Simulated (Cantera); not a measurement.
Feed: 1 mol TEOS, 1.9 mol O2, held at 1050 °C.

Equilibrium computed with Cantera from the NASA thermochemical tables; the gas is ideal and each condensed phase is pure. Candidate condensed phases: C, C6H6, C7H8, C8H18, H2O, Si, SiC, SiO2; 123 gas species. The feed counts by its element totals alone. Mutual solubility and eutectic melting of coexisting phases are not modelled. The tables hold silica as quartz up to 1696 K and as liquid above; real silica turns to tridymite and cristobalite and melts near 1996 K. Kinetics and transport are ignored.

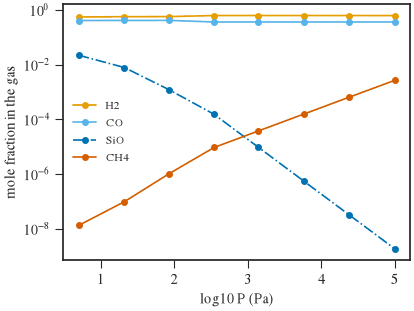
*Equilibrium gas composition (values under 1e-9 drawn at 1e-9)*

Q: Read off the mole fractions at 1400 Pa.

A: H2 about 0.63, CO about 0.37, CH4 about 3.8e-5, SiO about 9.7e-6.
